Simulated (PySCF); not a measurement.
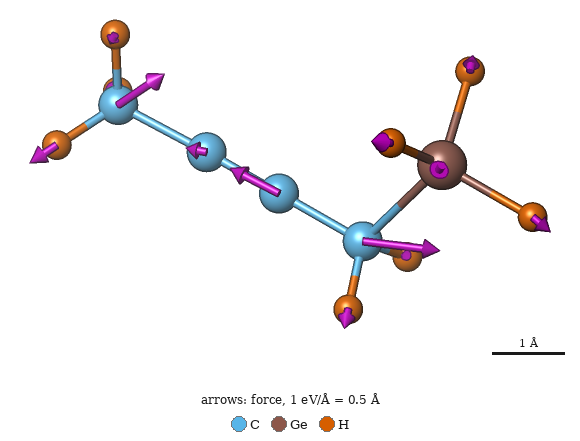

Starting geometry of C$_{4}$H$_{8}$Ge with the computed forces as purple arrows. A ball-and-stick model, seen from a free direction.

The start comes from GFN2-xTB. Its atoms were then displaced at random by about 0.01 Å.

All numbers below come from PySCF 2.14.0, density-fitted response routines, PBE0-D3(BJ)/def2-SVP geometry optimisation, gas phase. 

Q: Is this structure relaxed? If not, where do the atoms go?

A: It isn't relaxed: the largest force vector, on a C atom, is 2.25 eV/Å. The final displacements have little in common with the starting forces (cosine between the two patterns 0.28). The atom that moves furthest after the best rigid fit is an H atom (0.12 Å). Largest moves by element: H 0.12 Å, C 0.06 Å, Ge 0.03 Å. Among the contacts that change: C–C 1.397 → 1.449 Å, Ge–H 1.495 → 1.538 Å, C–Ge 2.006 → 1.975 Å, C–H 1.074 → 1.101 Å. Among the angles between lasting bonds that change: H–C–H 111.2° → 107.6°, C–Ge–H 112.6° → 109.3°, C–C–H 108.4° → 111.4°. After 4 geometry steps the energy has fallen by 0.159 eV.
